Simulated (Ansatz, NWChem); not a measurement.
**How basis sets differ on AgI (SMILES [Ag][I])**

AgI: 2 atoms, total charge 0, spin state singlet. As SMILES, `[Ag][I]`. The bond length is the measured one.

```jsonl
{"atom": "Ag", "x (Å)": "0.0000", "y (Å)": "0.0000", "z (Å)": "0.0000"}
{"atom": "I", "x (Å)": "0.0000", "y (Å)": "0.0000", "z (Å)": "2.5446"}
```

Each level gives the electronic atomisation energy (eV). The values are calculated. Electronic energies at fixed atoms, without zero-point motion or spin-orbit coupling.

```json
{"level": "MP2/jorge-DZP", "kind": "perturbation theory", "program": "Ansatz", "value (eV)": "3.01"}
{"level": "MP2/def2-TZVPPD (core potential)", "kind": "perturbation theory", "program": "NWChem", "value (eV)": "2.72"}
{"level": "MP2/jorge-TZP", "kind": "perturbation theory", "program": "Ansatz", "value (eV)": "3.23"}
{"level": "MP2/jorge-QZP", "kind": "perturbation theory", "program": "Ansatz", "value (eV)": "3.01"}
```

All-electron rows without a relativistic Hamiltonian named are non-relativistic, while core potentials hold scalar relativity, so basis and relativity change together. The values span 2.72 to 3.23 eV. In the correlated wave-function rows the outer d shell of I is correlated, in sets not made for it.

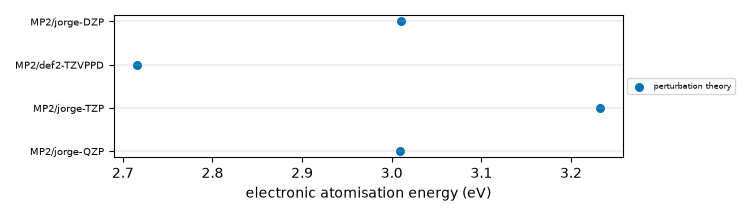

The values of the table, level by level.
